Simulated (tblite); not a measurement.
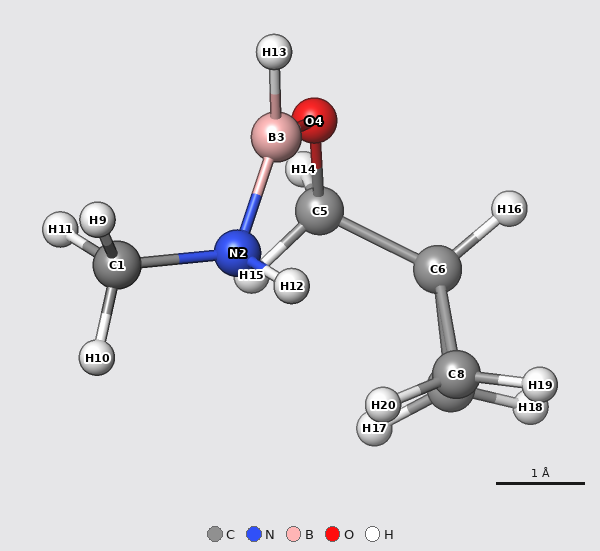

Fig. 1: The structure as given in the input (ball-and-stick view, seen at a tilt; atoms are numbered from 1 in the order of the input).

C5H12BNO: saddle-point search

System: C5H12BNO.
Method: GFN2-xTB saddle search (eigenvector following) and harmonic vibrations, gas phase (tblite 0.8.0).

The program's output:
```
step      E/eV     max force
  0    -682.02382   0.0377
  1    -682.02371   0.0794
  2    -682.02364   0.0361
  3    -682.02389   0.0424
  4    -682.02456   0.0628
  5    -682.02629   0.0294
  6    -682.02787   0.0190
  7    -682.02889   0.0404
  8    -682.02845   0.0049
  9    -682.02906   0.0120
 10    -682.02952   0.0126
 11    -682.02986   0.0075
 12    -682.03003   0.0194
 13    -682.03009   0.0024
lowest wavenumbers (cm-1): -161.4 28.2 59.4 124.9 164.9 212.7
```

Trajectory as extended XYZ (Å, eV, eV/Å), 5 of the 12 frames kept, from step=0 to step=13:
```
20
Properties=species:S:1:pos:R:3:forces:R:3 step=0 energy=-682.02382
C     2.8377    0.7674   -0.2265    0.0120   0.0010   0.0060
N     1.5649    0.5191    0.4285   -0.0060   0.0050  -0.0140
B     1.3462   -0.8162    1.0254    0.0050   0.0020  -0.0090
O     0.3678   -1.6061    0.6073   -0.0030   0.0030   0.0040
C    -0.5274   -1.2557   -0.4363   -0.0070   0.0000   0.0060
C    -1.7645   -0.5863    0.1139   -0.0030  -0.0140   0.0100
C    -2.6277    0.2306   -0.7988   -0.0120   0.0000  -0.0110
C    -1.7931    0.9065    0.2445   -0.0010   0.0120   0.0100
H     3.6943    0.8205    0.4608    0.0030  -0.0160   0.0190
H     2.7769    1.7071   -0.7802    0.0300   0.0050   0.0140
H     3.0237   -0.0387   -0.9356    0.0150   0.0100  -0.0010
H     1.3740    1.2612    1.0910   -0.0220   0.0060  -0.0300
H     2.0292   -1.2748    1.8742    0.0220   0.0000  -0.0210
H    -0.7904   -2.1910   -0.9450   -0.0050  -0.0040   0.0090
H    -0.0262   -0.5811   -1.1377   -0.0070  -0.0050   0.0020
H    -2.2556   -1.1672    0.8850   -0.0080   0.0020  -0.0010
H    -2.3272    0.3242   -1.8313    0.0010  -0.0020   0.0050
H    -3.6975    0.1921   -0.6602    0.0010   0.0010  -0.0040
H    -2.2871    1.3402    1.1007   -0.0070  -0.0010  -0.0010
H    -0.9182    1.4481   -0.0797   -0.0070  -0.0030   0.0070
20
Properties=species:S:1:pos:R:3:forces:R:3 step=3 energy=-682.02389
C     2.8365    0.7514   -0.2477    0.0150  -0.0050   0.0000
N     1.5645    0.5555    0.4303    0.0180   0.0170   0.0110
B     1.3337   -0.7751    1.0398    0.0040   0.0040  -0.0020
O     0.3731   -1.5808    0.6141   -0.0040   0.0030   0.0030
C    -0.5217   -1.2541   -0.4377   -0.0030  -0.0020   0.0060
C    -1.7725   -0.6029    0.1039   -0.0040  -0.0010   0.0030
C    -2.6205    0.2325   -0.8068    0.0010   0.0030   0.0010
C    -1.8063    0.8871    0.2665   -0.0050  -0.0020  -0.0010
H     3.7080    0.7329    0.4248   -0.0260  -0.0100  -0.0130
H     2.8210    1.7102   -0.7711    0.0190  -0.0150   0.0160
H     2.9631   -0.0432   -0.9839    0.0040   0.0310   0.0160
H     1.4312    1.2988    1.1077   -0.0050  -0.0200  -0.0370
H     1.9990   -1.2120    1.9146    0.0040   0.0040  -0.0130
H    -0.7664   -2.1977   -0.9405    0.0000   0.0010   0.0060
H    -0.0300   -0.5758   -1.1418   -0.0030  -0.0010   0.0030
H    -2.2762   -1.2011    0.8535   -0.0020   0.0030  -0.0050
H    -2.3013    0.3484   -1.8315   -0.0010  -0.0010   0.0080
H    -3.6926    0.1894   -0.6887    0.0030   0.0010  -0.0040
H    -2.3174    1.3010    1.1225   -0.0040  -0.0030  -0.0040
H    -0.9252    1.4356   -0.0281   -0.0100  -0.0050   0.0060
20
Properties=species:S:1:pos:R:3:forces:R:3 step=7 energy=-682.02889
C     2.9042    0.6858   -0.2969   -0.0220   0.0020   0.0020
N     1.6244    0.5987    0.3916    0.0090  -0.0050   0.0060
B     1.3312   -0.6895    1.0672    0.0050   0.0110  -0.0050
O     0.3604   -1.4923    0.6620    0.0000   0.0080  -0.0060
C    -0.5068   -1.2002   -0.4221   -0.0150   0.0000   0.0020
C    -1.8146   -0.6348    0.0830    0.0090   0.0100   0.0070
C    -2.6391    0.2293   -0.8223    0.0060   0.0160   0.0050
C    -1.9150    0.8402    0.3390   -0.0070  -0.0190  -0.0140
H     3.7719    0.5746    0.3692    0.0130   0.0000   0.0110
H     2.9774    1.6487   -0.8055   -0.0010  -0.0030   0.0030
H     2.9533   -0.1054   -1.0450   -0.0080  -0.0010   0.0020
H     1.5482    1.3744    1.0409    0.0070  -0.0170  -0.0160
H     1.9558   -1.0888    1.9887   -0.0020   0.0050  -0.0050
H    -0.6763   -2.1464   -0.9517    0.0040   0.0220   0.0120
H    -0.0269   -0.4794   -1.0922   -0.0120  -0.0100   0.0100
H    -2.3382   -1.2977    0.7623    0.0190   0.0190  -0.0220
H    -2.2641    0.4238   -1.8166   -0.0140  -0.0040   0.0340
H    -3.7144    0.1414   -0.7728    0.0230   0.0050  -0.0050
H    -2.4915    1.1789    1.1876    0.0180  -0.0140  -0.0310
H    -1.0398    1.4388    0.1338   -0.0320  -0.0230   0.0090
20
Properties=species:S:1:pos:R:3:forces:R:3 step=9 energy=-682.02906
C     2.9031    0.6867   -0.2963   -0.0030   0.0010  -0.0010
N     1.6235    0.5987    0.3915    0.0040  -0.0010   0.0010
B     1.3315   -0.6894    1.0666    0.0010   0.0030  -0.0010
O     0.3607   -1.4923    0.6622    0.0000   0.0030  -0.0010
C    -0.5073   -1.2012   -0.4214   -0.0040   0.0000   0.0000
C    -1.8140   -0.6345    0.0833    0.0020   0.0030   0.0020
C    -2.6385    0.2293   -0.8224    0.0010   0.0040   0.0010
C    -1.9138    0.8401    0.3375   -0.0020  -0.0060  -0.0030
H     3.7712    0.5703    0.3696   -0.0010   0.0000  -0.0010
H     2.9783    1.6520   -0.8001    0.0000  -0.0070   0.0030
H     2.9495   -0.1012   -1.0482   -0.0010   0.0030   0.0040
H     1.5474    1.3736    1.0413    0.0020  -0.0040  -0.0050
H     1.9574   -1.0885    1.9870   -0.0010   0.0020  -0.0010
H    -0.6778   -2.1476   -0.9490    0.0020   0.0070   0.0030
H    -0.0280   -0.4821   -1.0930   -0.0030  -0.0020   0.0030
H    -2.3372   -1.2960    0.7630    0.0050   0.0050  -0.0070
H    -2.2641    0.4227   -1.8162   -0.0040  -0.0010   0.0090
H    -3.7133    0.1424   -0.7728    0.0060   0.0010  -0.0020
H    -2.4896    1.1795    1.1854    0.0040  -0.0050  -0.0080
H    -1.0389    1.4375    0.1320   -0.0100  -0.0060   0.0030
20
Properties=species:S:1:pos:R:3:forces:R:3 step=13 energy=-682.03009
C     2.9661    0.6353   -0.3154   -0.0010   0.0000   0.0010
N     1.6766    0.6118    0.3587    0.0010   0.0000  -0.0010
B     1.3394   -0.6423    1.0749   -0.0010   0.0000   0.0000
O     0.3499   -1.4293    0.6856    0.0010   0.0010   0.0000
C    -0.4989   -1.1462   -0.4149   -0.0010   0.0010  -0.0010
C    -1.8396   -0.6467    0.0705    0.0010   0.0010   0.0000
C    -2.6691    0.2228   -0.8249   -0.0010  -0.0010  -0.0010
C    -2.0014    0.8116    0.3793    0.0010   0.0000   0.0010
H     3.8224    0.5193    0.3655    0.0000   0.0000   0.0000
H     3.0762    1.5773   -0.8551    0.0000   0.0000  -0.0010
H     2.9971   -0.1823   -1.0355    0.0000  -0.0010  -0.0010
H     1.6156    1.4131    0.9767    0.0000   0.0010   0.0000
H     1.9435   -1.0273    2.0156    0.0000   0.0000   0.0000
H    -0.6178   -2.0839   -0.9711    0.0000   0.0010   0.0000
H    -0.0298   -0.3915   -1.0541   -0.0010  -0.0010   0.0010
H    -2.3574   -1.3523    0.7082    0.0000  -0.0010   0.0010
H    -2.2735    0.4698   -1.7981    0.0010   0.0010  -0.0020
H    -3.7408    0.0959   -0.8115    0.0010   0.0000   0.0000
H    -2.6133    1.0956    1.2218    0.0000   0.0000   0.0010
H    -1.1451    1.4493    0.2237    0.0000   0.0010   0.0000
```

The run was set up as follows.

The input:
```
{"job": {"xc": "GFN2-xTB", "basis": "xTB", "kind": "saddle"}, "charge": 0, "multiplicity": 1}
C      2.837712     0.767434    -0.226471
N      1.564927     0.519109     0.428504
B      1.346242    -0.816153     1.025351
O      0.367803    -1.606116     0.607272
C     -0.527388    -1.255669    -0.436272
C     -1.764490    -0.586317     0.113934
C     -2.627679     0.230580    -0.798775
C     -1.793057     0.906517     0.244542
H      3.694296     0.820531     0.460769
H      2.776885     1.707076    -0.780175
H      3.023735    -0.038663    -0.935621
H      1.373996     1.261250     1.090957
H      2.029248    -1.274783     1.874240
H     -0.790351    -2.191001    -0.945040
H     -0.026229    -0.581083    -1.137710
H     -2.255576    -1.167237     0.885036
H     -2.327224     0.324151    -1.831288
H     -3.697467     0.192073    -0.660248
H     -2.287147     1.340184     1.100670
H     -0.918235     1.448119    -0.079675
```

The first line tells a small driver script what to run in tblite; the rest is the geometry in Å.

Launched with:
```bash
OMP_NUM_THREADS=1 python <driver script> task.json out
```

Key numbers:

| quantity | value |
| --- | --- |
| outcome | converged |
| total energy | −682.0301 eV |
| point group | C1 |
| hardware | 1 CPU thread, shared host |
| wall time | 10 s |
| peak memory | 0.2 GiB |
